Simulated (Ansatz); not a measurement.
# H10O2Si4: the cost of one run

Method: Hartree-Fock, Gaussian basis def2-SVP, in Ansatz 0.2.0.

## (1) The system as given

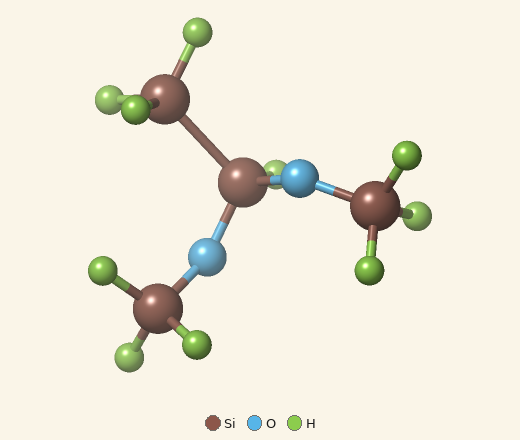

Start, viewed from a chosen angle; silicon brown, oxygen blue, hydrogen green.

As a file:

```xyz
16

Si    0.1371    0.3240   -0.8434
Si   -0.3818    2.5492   -0.2636
O     1.4199   -0.1243    0.1347
Si    2.5812   -1.3209    0.3369
O    -1.1748   -0.6853   -0.5971
Si   -2.3396   -1.1428    0.5205
H     0.5238    0.1453   -2.2857
H    -0.7144    2.6412    1.2022
H    -1.5636    3.0435   -1.0562
H     0.7951    3.4443   -0.5491
H     2.9785   -1.9024   -0.9947
H     2.0443   -2.4179    1.2145
H     3.7803   -0.7015    0.9930
H    -2.8310    0.0552    1.2906
H    -1.7708   -2.1475    1.4843
H    -3.4843   -1.7601   -0.2278
```

## (2) Relaxing the atoms: H10O2Si4

It takes the final geometry of an earlier run.

File input.yaml:

```yaml
crystal:
  periodic: [false, false, false]
  atoms:
    - { symbol: Si, position_ang: [0.13712179, 0.32400393, -0.84335806] }
    - { symbol: Si, position_ang: [-0.3817795, 2.54915152, -0.26360363] }
    - { symbol: O, position_ang: [1.41993812, -0.12431435, 0.13468463] }
    - { symbol: Si, position_ang: [2.58118213, -1.32090284, 0.33691135] }
    - { symbol: O, position_ang: [-1.17477637, -0.6853205, -0.59710675] }
    - { symbol: Si, position_ang: [-2.33958626, -1.14276082, 0.52052057] }
    - { symbol: H, position_ang: [0.52378675, 0.14531999, -2.2857153] }
    - { symbol: H, position_ang: [-0.71441408, 2.6411564, 1.20216061] }
    - { symbol: H, position_ang: [-1.56362877, 3.04346013, -1.05622004] }
    - { symbol: H, position_ang: [0.79509752, 3.44427572, -0.54912728] }
    - { symbol: H, position_ang: [2.97853827, -1.90237557, -0.99473835] }
    - { symbol: H, position_ang: [2.04425627, -2.41785949, 1.21453991] }
    - { symbol: H, position_ang: [3.78033368, -0.70147696, 0.99297874] }
    - { symbol: H, position_ang: [-2.83100872, 0.0552317, 1.29056766] }
    - { symbol: H, position_ang: [-1.77075809, -2.14750129, 1.48431133] }
    - { symbol: H, position_ang: [-3.48430373, -1.76008757, -0.22775739] }
basis:
  gaussian: { orbitals: def2-SVP }
hamiltonian:
  xc: hf
relax:
  f_tol: 0.003
  max_steps: 100
output:
  orbitals: {}
```

Command:

```bash
$ ansatz run input.yaml --threads 4 --pin off --max-ram 10240MiB --backend cpu --events-out ev --progress --plain --runs-dir out
```

Q: Estimate wall time and peak memory on 4 threads of Arm Neoverse V2, shared host.

About 2 min, with a peak of 0.44 GiB.
